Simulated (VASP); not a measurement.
# La2CdAu2 with PBEsol + D3(BJ): from relaxation to properties, part 4 of 5

Aim: relax La2CdAu2 with PBEsol + D3(BJ), compute its properties on that cell and hold them against experiment. The start is a computed cell from the Materials Project.

VASP 6.6.1; PBEsol with D3(BJ); plane waves and PAW (La, Cd, Au).

Still holding for the runs below: The k-mesh is coarse for a metal.

So far. Step 4 (Single point with fields (PBEsol + D3(BJ))): In this run the pressure is -0.05 GPa, small enough to go on. Step 5 (Band structure (PBEsol + D3(BJ))): There is no gap at this level. The relaxed cell has a = 7.985, c = 3.826 Å (conventional setting).

## (6) Total and projected DOS (PBEsol + D3(BJ))

A density of states needs more k-points than a total energy; ISMEAR = -5 takes tetrahedra, and LORBIT projects the states on the PAW spheres. The mesh is finer than in the run before.

File INCAR:

```
SYSTEM = La2CdAu2
PREC = Accurate
ENCUT = 400
EDIFF = 1E-06
NELM = 100
ISMEAR = -5
SIGMA = 0.2
LREAL = .FALSE.
ALGO = Normal
GGA = PS
IVDW = 12
NBANDS = 83
LASPH = .TRUE.
LORBIT = 11
LWAVE = .FALSE.
LCHARG = .FALSE.
KPAR = 8
NEDOS = 2001
```

File POSCAR:

```
La2CdAu2
1.0
    7.9850284105      0.0000000000      0.0000000000
    0.0000000000      7.9850284105      0.0000000000
    0.0000000000      0.0000000000      3.8261864053
La Cd Au
4 2 4
Direct
    0.6735483012      0.1735483012      0.5000000000
    0.3264516988      0.8264516988      0.5000000000
    0.1735483012      0.3264516988      0.5000000000
    0.8264516988      0.6735483012      0.5000000000
    0.0000000000      0.0000000000      0.0000000000
    0.5000000000      0.5000000000      0.0000000000
    0.1273861330      0.6273861330      0.0000000000
    0.8726138670      0.3726138670      0.0000000000
    0.6273861330      0.8726138670      0.0000000000
    0.3726138670      0.1273861330      0.0000000000
```

File KPOINTS:

```
Automatic mesh
0
Gamma
4 4 9
0 0 0
```

PAW data sets: La, Cd and Au (PBE family, release 64).

Command:

```console
> mpirun -np 8 vasp_std
```

The program printed:

```text
[banner, memory and clock lines left out]
running    8 mpi-ranks, on    1 nodes
 distrk:  each k-point on    1 cores,    8 groups
 distr:  one band on    1 cores,    1 groups

 POSCAR found type information on POSCAR LaCdAu
 POSCAR found :  3 types and      10 ions
|                                                                             |
|           W    W    AA    RRRRR   N    N  II  N    N   GGGG   !!!           |
|           W    W   A  A   R    R  NN   N  II  NN   N  G    G  !!!           |
|           W    W  A    A  R    R  N N  N  II  N N  N  G       !!!           |
|           W WW W  AAAAAA  RRRRR   N  N N  II  N  N N  G  GGG   !            |
|           WW  WW  A    A  R   R   N   NN  II  N   NN  G    G                |
|           W    W  A    A  R    R  N    N  II  N    N   GGGG   !!!           |
|                                                                             |
|     For optimal performance we recommend to set                             |
|       NCORE = 2 up to number-of-cores-per-socket                            |
|     NCORE specifies how many cores store one orbital (NPAR=cpu/NCORE).      |
|     This setting can greatly improve the performance of VASP for DFT.       |
|     The default, NCORE=1 might be grossly inefficient on modern             |
|     multi-core architectures or massively parallel machines. Do your        |
|     Unfortunately you need to use the default for GW and RPA                |
|     calculations (for HF NCORE is supported but not extensively tested      |
|     yet).                                                                   |
|                                                                             |

 [... a notice as in an earlier step ...]

 LDA part: xc-table for (Slater+PW92), standard interpolation
 POSCAR, INCAR and KPOINTS ok, starting setup
 FFT: planning ... GRIDC
 FFT: planning ... GRID_SOFT
 FFT: planning ... GRID
 WAVECAR not read
 entering main loop
       N       E                     dE             d eps       ncg     rms          rms(c)
DAV:   1     0.123869931263E+04    0.12387E+04   -0.33773E+04  5243   0.165E+03
DAV:   2     0.286718818457E+03   -0.95198E+03   -0.82061E+03  5572   0.370E+02
DAV:   3     0.288098085957E+02   -0.25791E+03   -0.21637E+03  5196   0.193E+02
DAV:   4    -0.442075995457E+02   -0.73017E+02   -0.65981E+02  8350   0.813E+01
DAV:   5    -0.517656254823E+02   -0.75580E+01   -0.72856E+01  9250   0.345E+01    0.169E+01
DAV:   6    -0.469518058676E+02    0.48138E+01   -0.57965E+01  8708   0.309E+01    0.968E+00
DAV:   7    -0.466378362537E+02    0.31397E+00   -0.67961E+00  9096   0.146E+01    0.466E+00
DAV:   8    -0.465687013393E+02    0.69135E-01   -0.11720E+00  8872   0.432E+00    0.144E+00
DAV:   9    -0.465473853874E+02    0.21316E-01   -0.19693E-01  9384   0.243E+00    0.524E-01
DAV:  10    -0.465480732023E+02   -0.68781E-03   -0.17627E-02  9312   0.667E-01    0.165E-01
DAV:  11    -0.465478473887E+02    0.22581E-03   -0.33682E-03  9432   0.303E-01    0.513E-02
DAV:  12    -0.465478452408E+02    0.21479E-05   -0.36407E-04  9280   0.962E-02    0.193E-02
DAV:  13    -0.465477751011E+02    0.70140E-04   -0.67575E-05  9336   0.404E-02    0.638E-03
DAV:  14    -0.465478416766E+02   -0.66576E-04   -0.11333E-05  7992   0.156E-02    0.522E-03
DAV:  15    -0.465478392179E+02    0.24587E-05   -0.28213E-06  5800   0.899E-03    0.387E-03
DAV:  16    -0.465477870047E+02    0.52213E-04   -0.27325E-06  6136   0.882E-03    0.308E-03
DAV:  17    -0.465478402273E+02   -0.53223E-04   -0.71927E-07  4704   0.677E-03    0.150E-03
DAV:  18    -0.465478378443E+02    0.23830E-05   -0.47727E-07  4368   0.555E-03    0.970E-04
DAV:  19    -0.465477866178E+02    0.51227E-04   -0.33641E-07  4304   0.521E-03    0.218E-03
DAV:  20    -0.465478374949E+02   -0.50877E-04   -0.25530E-07  4224   0.406E-03    0.851E-04
DAV:  21    -0.465477875368E+02    0.49958E-04   -0.19861E-07  4224   0.404E-03    0.203E-03
DAV:  22    -0.465478378560E+02   -0.50319E-04   -0.17771E-07  4200   0.326E-03    0.831E-04
DAV:  23    -0.465477877956E+02    0.50060E-04   -0.15467E-07  4056   0.350E-03    0.196E-03
DAV:  24    -0.465478379398E+02   -0.50144E-04   -0.13791E-07  3984   0.290E-03    0.825E-04
DAV:  25    -0.465477878986E+02    0.50041E-04   -0.12441E-07  3880   0.311E-03    0.194E-03
DAV:  26    -0.465478378939E+02   -0.49995E-04   -0.11172E-07  3696   0.263E-03    0.811E-04
DAV:  27    -0.465477879501E+02    0.49944E-04   -0.10088E-07  3648   0.277E-03    0.194E-03
DAV:  28    -0.465478378596E+02   -0.49910E-04   -0.91662E-08  3528   0.238E-03    0.805E-04
DAV:  29    -0.465477879690E+02    0.49891E-04   -0.82876E-08  3496   0.250E-03    0.193E-03
DAV:  30    -0.465478378423E+02   -0.49873E-04   -0.75783E-08  3480   0.217E-03    0.802E-04
DAV:  31    -0.465477879831E+02    0.49859E-04   -0.68718E-08  3480   0.227E-03    0.193E-03
DAV:  32    -0.465478378345E+02   -0.49851E-04   -0.62950E-08  3480   0.198E-03    0.800E-04
DAV:  33    -0.465477879963E+02    0.49838E-04   -0.57242E-08  3480   0.206E-03    0.193E-03
DAV:  34    -0.465478378331E+02   -0.49837E-04   -0.52485E-08  3480   0.181E-03    0.800E-04
DAV:  35    -0.465477880086E+02    0.49824E-04   -0.47809E-08  3480   0.187E-03    0.193E-03
DAV:  36    -0.465478378333E+02   -0.49825E-04   -0.43960E-08  3432   0.165E-03    0.800E-04
DAV:  37    -0.465477880204E+02    0.49813E-04   -0.40103E-08  3432   0.171E-03    0.192E-03
DAV:  38    -0.465478378351E+02   -0.49815E-04   -0.36967E-08  3360   0.151E-03    0.801E-04
DAV:  39    -0.465477880309E+02    0.49804E-04   -0.33760E-08  3288   0.156E-03    0.192E-03
DAV:  40    -0.465478378393E+02   -0.49808E-04   -0.31180E-08  3240   0.139E-03    0.802E-04
DAV:  41    -0.465478377635E+02    0.75843E-07   -0.28528E-08  3192   0.142E-03
   1 F= -.52017812E+02 E0= -.52017812E+02  d E =0.000000E+00
|                                                                             |
|           W    W    AA    RRRRR   N    N  II  N    N   GGGG   !!!           |
|           W    W   A  A   R    R  NN   N  II  NN   N  G    G  !!!           |
|           W    W  A    A  R    R  N N  N  II  N N  N  G       !!!           |
|           W WW W  AAAAAA  RRRRR   N  N N  II  N  N N  G  GGG   !            |
|           WW  WW  A    A  R   R   N   NN  II  N   NN  G    G                |
|           W    W  A    A  R    R  N    N  II  N    N   GGGG   !!!           |
|                                                                             |
|     Tetrahedron method does not include variations of the Fermi             |
|     occupations, so forces and stress will be inaccurate. We suggest        |
|     using a different smearing scheme ISMEAR = 1 or 2 for metals in         |
|     relaxations.                                                            |
|                                                                             |
```

Run time: 2.2 min. Hardware: 8 MPI ranks of Intel Xeon 6975P-C (Granite Rapids), shared host; peak memory 4.6 GiB; 14 min of CPU time.

Parts of OUTCAR (step 6):

```text
   k-points           NKPTS =     30   k-points in BZ     NKDIM =     30   number of bands    NBANDS=     83

   NELECT =     112.0000    total number of electrons

 E-fermi :   8.0468

 k-point     1 :       0.0000    0.0000    0.0000
  band No.  band energies     occupation
    ...
     51       5.1399      2.00000
     52       5.9039      2.00000
     53       7.0443      2.00000
     54       7.0443      2.00000
     55       7.1180      2.30076
     56       8.3163      0.00000
     57       8.8205      0.00000
     58       8.8349      0.00000
     59       9.1257      0.00000
     60       9.1447      0.00000
    ...

 Edisp (eV)   -5.46997

  Total      -0.20533    -0.20533     0.55913     0.00000     0.00000     0.00000
  in kB      -1.34851    -1.34851     3.67203     0.00000     0.00000     0.00000
  external pressure =        0.33 kB  Pullay stress =        0.00 kB

 POSITION                                       TOTAL-FORCE (eV/Angst)
 -----------------------------------------------------------------------------------
      5.37830      1.38579      1.91309        -0.058272     -0.058272      0.000000
      2.60673      6.59924      1.91309         0.058272      0.058272      0.000000
      1.38579      2.60673      1.91309        -0.058272      0.058272     -0.000000
      6.59924      5.37830      1.91309         0.058272     -0.058272      0.000000
      0.00000      0.00000      0.00000         0.000000     -0.000000      0.000000
      3.99251      3.99251      0.00000         0.000000     -0.000000      0.000000
      1.01718      5.00970      0.00000         0.007794      0.007794      0.000000
      6.96785      2.97533      0.00000        -0.007794     -0.007794     -0.000000
      5.00970      6.96785      0.00000         0.007794     -0.007794     -0.000000
      2.97533      1.01718      0.00000        -0.007794      0.007794      0.000000
 -----------------------------------------------------------------------------------
    total drift:                               -0.000000     -0.000000      0.000000

  FREE ENERGIE OF THE ION-ELECTRON SYSTEM (eV)
  ---------------------------------------------------
  free  energy   TOTEN  =       -52.0178117838 eV

  energy  without entropy=      -52.0178117838  energy(sigma->0) =      -52.01781178

[... 7 parts as in an earlier step ...]

[... 9 further parts left out ...]
```

With tetrahedra the forces and stress of a metal are not exact derivatives of the energy.

Numbers from this step:

```yaml
scf_cycles: 41
irreducible_k_points: 30
free_energy_toten: -52.0178 eV
fermi_energy: 8.047 eV
pressure: 0.03250 GPa
dos_at_the_fermi_level: 9.240 states/eV/cell
```

The density of states has structure finer than the step of the table below, so its rows give means over 1 eV, whole bins alone (the curve runs from -12.0 to 1.40 eV). Peaks (eV: height): total -8.4: 133, -5.0: 47.4, -4.6: 47.0, 1.1: 18.2; Au d -5.8: 19.0, -5.6: 20.8, -5.0: 38.2, -4.6: 39.9; La d -5.0: 1.04, -0.7: 2.39, -0.1: 2.06, 1.1: 6.00; Au p -3.5: 0.296, -0.7: 1.40, -0.1: 1.17, 1.0: 1.20; Au s -6.3: 2.17, -4.8: 0.975, -4.1: 2.03, -3.5: 1.79.

States under -12.0 eV and over 1.4 eV are left out. The density of states by energy, zero at the Fermi level; means over each step; values in states/eV/cell:

```tsv
energy (eV)	total	Au d	La d	Au p	Au s	La f	Cd d
-10	0	0	0	0	0	0	0
-9	2.23	0.0261	0.00357	0.00262	0.0137	6.7e-4	2.02
-8	17.8	0.107	0.0241	0.0107	0.0232	0.00480	16.5
-7	0.335	0.0695	0.00405	0.00264	0.0822	3.5e-4	0.00424
-6	12.0	7.86	0.398	0.0685	0.650	0.0450	0.0879
-5	27.3	21.4	0.507	0.0681	0.560	0.154	0.177
-4	6.13	3.34	0.188	0.0725	0.774	0.0400	0.0630
-3	3.81	0.982	0.263	0.120	0.607	0.0383	0.0322
-2	2.62	0.310	0.284	0.138	0.314	0.0425	0.0308
-1	4.93	0.271	0.865	0.543	0.0798	0.132	0.0282
0	6.60	0.290	1.38	0.717	0.0682	0.395	0.0510
```

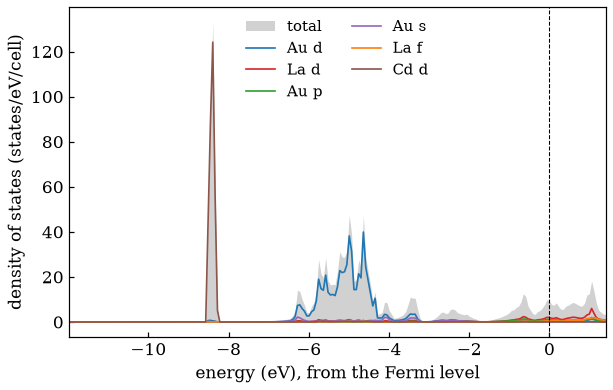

Density of states, plotted against energy.

Force by atom:

```tsv
atom	x (eV/Å)	y (eV/Å)	z (eV/Å)	size
La1	-0.0583	-0.0583	0.0000	0.0824
La2	0.0583	0.0583	0.0000	0.0824
La3	-0.0583	0.0583	0.0000	0.0824
La4	0.0583	-0.0583	0.0000	0.0824
Cd5	0.0000	0.0000	0.0000	0.0000
Cd6	0.0000	0.0000	0.0000	0.0000
Au7	0.0078	0.0078	0.0000	0.0110
Au8	-0.0078	-0.0078	0.0000	0.0110
Au9	0.0078	-0.0078	0.0000	0.0110
Au10	-0.0078	0.0078	0.0000	0.0110
```

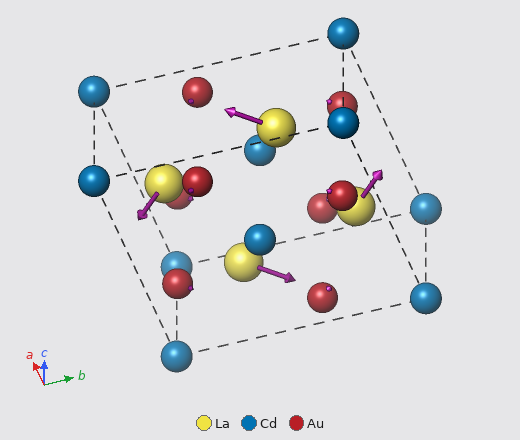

Force as arrows, the longest 0.0824 eV/Å. Some periodic images of atoms are drawn too.

The finer mesh and the other smearing move the Fermi level by -0.01 eV from the 3×3×6 run, a small shift, which tests the Fermi level alone. Of the states within 0.3 eV of the Fermi level, the largest shares in the PAW spheres are La d 21 %, Au p 11 % and La f 6 %. The rest lies in smaller channels or between the spheres.

[end of part 4 of 5]

[Lines on the potential files, build, host, timing and source positions are cut from VASP's logs without a mark.]

[Logs are printed without paths, hosts, clocks, repeated set-up lines and the standing remarks that a program may print on its own settings, such as how far it seeks lower states.]

[Hosts, paths, dates, database ids (printed as entryN), source tags and the programs' standing remarks are cut or masked in the printed files.]

[A measured line is paired with the nearest computed mode of its activity, which favours agreement.]
